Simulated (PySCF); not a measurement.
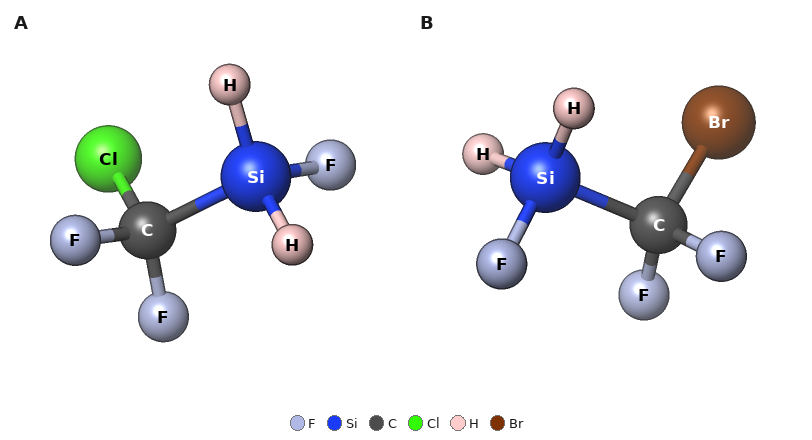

Two related species, optimised with GFN2-xTB; properties computed with PySCF 2.14.0. Both: charge 0, singlet.

> What are A and B?

A is CH2ClF3Si (F[SiH2]C(F)(F)Cl), B is CH2BrF3Si (F[SiH2]C(F)(F)Br).

Compare them. With ωB97X-D/def2-SVPD: dipole moment (D), HOMO–LUMO gap (eV), HOMO energy (Kohn–Sham orbital) (eV), lowest vertical singlet excitation (eV), mean static polarisability (bohr³). With GFN2-xTB: mean Si–C length (Å), mean Si–F length (Å), mean Si–H length (Å).

| quantity | A | B |
| --- | --- | --- |
| dipole moment (D) | 2.39 | 2.22 |
| HOMO–LUMO gap (eV) | 12.09 | 11.32 |
| HOMO energy (Kohn–Sham orbital) (eV) | −11.12 | −10.73 |
| lowest vertical singlet excitation (eV) | 7.39 | 6.14 |
| mean static polarisability (bohr³) | 53.4 | 61.6 |
| mean Si–C length (Å) | 1.946 | 1.943 |
| mean Si–F length (Å) | 1.597 | 1.598 |
| mean Si–H length (Å) | 1.449 | 1.447 |

Each is one conformer, and no frequency run is at hand to confirm it as a minimum.

The geometry is semi-empirical. Around Br, Si such bond lengths and angles can be off by a tenth of an ångström or more and by several degrees, and values that hang on the shape move with them.
